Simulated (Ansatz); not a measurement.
C₆H₁₂: several calculations on one system

### Relaxation

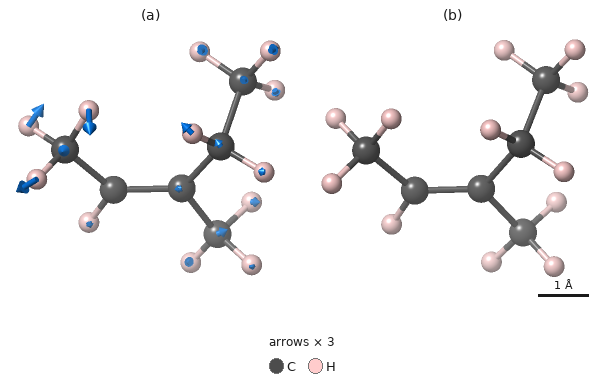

The structure of C6H12 before (left) and after (right) a relaxation, at one scale. The blue arrows give the displacements, magnified 3 times.

A ball-and-stick model, seen at a tilt.

The run prepares an end point of a later path (torsion) calculation, from a guessed geometry.

The calculation used RKS PBE0/STO-3G (Ansatz).

Input
```yaml
crystal:
  periodic: [false, false, false]
  atoms:
    - { symbol: C, position_ang: [1.4459, 1.6194, 0.8052] }
    - { symbol: C, position_ang: [1.3579, 0.4489, -0.0828] }
    - { symbol: C, position_ang: [0.2419, -0.2113, -0.5358] }
    - { symbol: C, position_ang: [0.5009, -1.4307, -1.3859] }
    - { symbol: C, position_ang: [-1.1508, 0.1914, -0.257] }
    - { symbol: C, position_ang: [-1.7476, -0.5424, 0.9379] }
    - { symbol: H, position_ang: [0.4484, 1.938, 1.2058] }
    - { symbol: H, position_ang: [2.1044, 1.499, 1.6345] }
    - { symbol: H, position_ang: [1.7911, 2.5347, 0.2724] }
    - { symbol: H, position_ang: [2.3495, 0.0832, -0.3398] }
    - { symbol: H, position_ang: [-0.0651, -1.2865, -2.3322] }
    - { symbol: H, position_ang: [-0.0153, -2.2997, -0.8813] }
    - { symbol: H, position_ang: [1.4281, -1.6623, -1.5861] }
    - { symbol: H, position_ang: [-1.7914, 0.0354, -1.1149] }
    - { symbol: H, position_ang: [-1.2245, 1.2597, -0.0463] }
    - { symbol: H, position_ang: [-2.7699, -0.1951, 1.1353] }
    - { symbol: H, position_ang: [-1.162, -0.3514, 1.854] }
    - { symbol: H, position_ang: [-1.7789, -1.6191, 0.7688] }
basis:
  gaussian: { orbitals: STO-3G }
hamiltonian:
  xc: pbe0
relax:
  f_tol: 0.015
  max_steps: 40
```

Command:
```bash
ansatz run input.yaml --threads 1 --pin off --max-ram 2048MiB --backend cpu --events-out ev --progress --plain --runs-dir out
```

What changed between the two?

Answer. The atom that moves furthest after the best rigid fit is H7 (0.25 Å). By element the largest moves are H 0.25 Å, C 0.09 Å. Some distances before and after: C4–H13 0.976 → 1.097 Å, C3–C5 1.476 → 1.533 Å, C1–C2 1.472 → 1.518 Å, C1–H8 1.066 → 1.101 Å. Among the angles between lasting bonds that change: C3–C4–H13 118.0° → 111.1°, H7–C1–H9 102.3° → 108.4°, C2–C3–C4 115.8° → 120.6°. Over 11 accepted moves (12 points after the start) the energy falls by 0.762 eV. Largest force component: 8.9 eV/Å at the start, 0.013 eV/Å at the end. The line search rejected the trial step at point 11 of the run. The forces were under the threshold at step 9, but the run went on from there.

Limits of the set-up: STO-3G is a minimal basis, so the numbers are rough.

### Relaxation

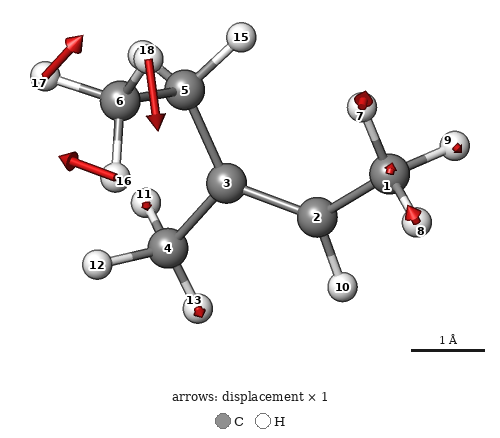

This is a relaxation of C6H12. The starting structure is drawn; red arrows show the displacements, at their true length. The two geometries are superimposed by the best rigid fit.

A ball-and-stick model, seen from a free direction.

The run prepares an end point of a later path (torsion) calculation, from a guessed geometry.

Computed with Ansatz 0.2.0, RKS PBE0/STO-3G. Settings: no spin polarisation; force threshold 0.015 eV/Å; at most 40 steps.

Question: Atoms of which element are displaced furthest, and by how much?

Answer: Hydrogen: up to 1.01 Å, against 0.17 Å for carbon.

Question: Describe the change and its energy.

Answer: Over 18 accepted moves (22 points after the start) the energy falls by 87.3 kJ/mol. Largest force component: 8.9 eV/Å at the start, 0.0065 eV/Å at the end. The line search rejected the trial steps at points 6, 12, 15, 17 of the run. The atom that moves furthest after the best rigid fit is an H atom (1.01 Å). By element the largest moves are H 1.01 Å, C 0.17 Å. Among the contacts that change: C–H 0.976 → 1.097 Å, C–C 1.476 → 1.533 Å, C–H 1.066 → 1.101 Å, C–C 1.374 → 1.340 Å. Among the angles between lasting bonds that change: C–C–H 118.0° → 111.1°, H–C–H 102.3° → 108.4°, C–C–C 115.8° → 120.7°. Groups turn about C–C by about 60°.

Limits of the set-up: STO-3G is a minimal basis, so the numbers are rough.

### Path

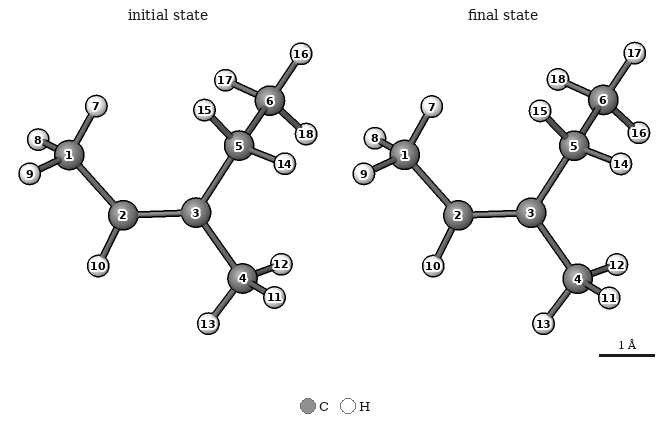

The two relaxed end points of a path for C6H12. The picture is a ball-and-stick view, seen at a tilt.

Method: RKS PBE0/STO-3G in Ansatz.

Set-up: 7 movable images; climbing image; force threshold 0.03 eV/Å; iteration limit 39.

Start:
```xyz
18

C     1.4256    1.7057    0.7735
C     1.3770    0.4595   -0.0927
C     0.2878   -0.1896   -0.5252
C     0.4198   -1.4427   -1.3884
C    -1.1516    0.2260   -0.2019
C    -1.7569   -0.5924    0.9667
H     0.4249    2.0876    1.0044
H     1.9378    1.4921    1.7243
H     1.9939    2.5029    0.2707
H     2.3601    0.0642   -0.3767
H    -0.0588   -1.2908   -2.3675
H    -0.0770   -2.3002   -0.9110
H     1.4733   -1.6995   -1.5521
H    -1.7745    0.0790   -1.0985
H    -1.1920    1.2945    0.0517
H    -2.7919   -0.2790    1.1559
H    -1.1755   -0.4416    1.8852
H    -1.7594   -1.6645    0.7333
```

End:
```xyz
18

C     1.4791    1.6362    0.7923
C     1.3831    0.4225   -0.1153
C     0.2689   -0.1845   -0.5450
C     0.3492   -1.4130   -1.4488
C    -1.1520    0.2570   -0.1765
C    -1.7364   -0.5583    1.0049
H     0.4938    2.0513    1.0313
H     1.9762    1.3706    1.7379
H     2.0826    2.4248    0.3186
H     2.3503    0.0145   -0.4342
H    -0.1387   -1.2151   -2.4150
H    -0.1677   -2.2691   -0.9906
H     1.3915   -1.6972   -1.6370
H    -1.8043    0.1280   -1.0547
H    -1.1642    1.3244    0.0852
H    -1.7627   -1.6289    0.7661
H    -2.7602   -0.2297    1.2259
H    -1.1260   -0.4222    1.9067
```

Predict the minimum-energy path and its barrier.

Answer. The barrier is about 0.119 eV in both directions, with image 4 at the top; the ends have the same energy. The motion is a rotation about the C5–C6 bond by about 120°. No bond forms or breaks between the ends. The band is converged.

Energies of the converged images:

```
image  path (Å)  E (eV)
    0      0.00   0.000
    1      0.45   0.015
    2      0.90   0.057
    3      1.35   0.101
    4      1.80   0.119
    5      2.36   0.091
    6      2.93   0.035
    7      3.49   0.004
    8      4.05   0.000
```

The geometry at the top of the path:

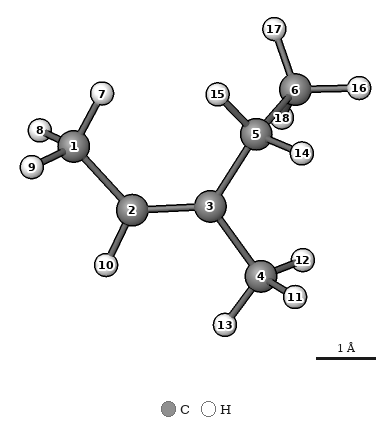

Limits of the set-up: STO-3G is a minimal basis, so the numbers are rough.

The run took 5.4 min on 1 thread of Arm Neoverse V2, on a shared host, peak memory 0.12 GiB.
